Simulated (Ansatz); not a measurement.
ClFGeH2···PH3

Input

```
crystal:
  periodic: [false, false, false]
  atoms:
    - { symbol: Ge, position_ang: [0.0, 0.0, 0.0] }
    - { symbol: F, position_ang: [0.0, 0.0, 2.03] }
    - { symbol: H, position_ang: [1.4616, 0.0, -0.5162] }
    - { symbol: Cl, position_ang: [-1.0456, 1.8115, -0.7393] }
    - { symbol: H, position_ang: [-0.73, -1.2648, -0.5162] }
    - { symbol: P, position_ang: [0.9634, 2.2405, 0.8104] }
    - { symbol: H, position_ang: [2.0756, 1.9989, 1.6596] }
    - { symbol: H, position_ang: [1.3811, 3.0092, -0.3082] }
    - { symbol: H, position_ang: [0.4723, 1.0983, 1.9332] }
basis:
  gaussian: { orbitals: def2-SVP }
hamiltonian:
  xc: pbe0
  dispersion: d4
relax:
  f_tol: 0.15
  max_steps: 25
  restrain:
    - { distance: [0, 5], at: 3.47, k: 30.0 }
    - { distance: [8, 1], at: 2.12, k: 30.0 }
    - { distance: [0, 1], at: 1.68, k: 30.0 }
    - { distance: [8, 5], at: 1.42, k: 30.0 }
output:
  orbitals: {}
```

Launched as:

```sh
ansatz run input.yaml --threads 2 --pin off --max-ram 3072MiB --backend cpu --events-out ev --progress --plain --runs-dir out
```

The fields are those of the run's last geometry, not of the input's.

Not at a stationary point (largest force 1.2 eV/Å).

Computed with RKS PBE0-D4/def2-SVP (Ansatz).

Question: Predict the electron density and electron localisation function between the atoms.

Answer: Ge–Cl (2.14 Å): ρ is about 0.74 e/Å³ halfway; the ELF peaks at about 0.85 in the valence shell of Cl, 0.8 Å from its nucleus, and is about 0.65 at the midpoint.
P–H (1.43 Å): ρ is about 1 e/Å³ halfway; the ELF climbs to about 1 towards the hydrogen, as it does in any bond to H.
Ge–H (1.53 Å): ρ is about 1.1 e/Å³ halfway; the ELF climbs to about 1 towards the hydrogen.

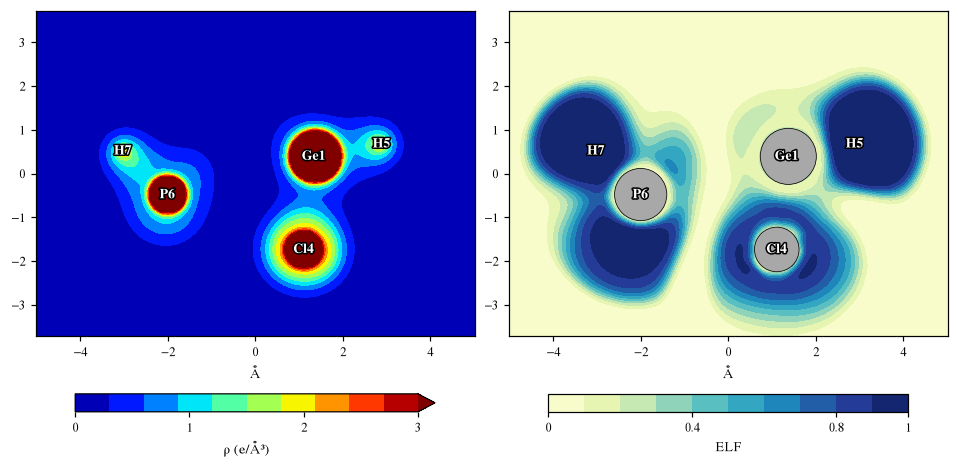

Computed electron density and electron localisation function on the plane of atoms Cl4, Ge1 and H5, in this order. Grey discs cover the atomic cores in the ELF map. 
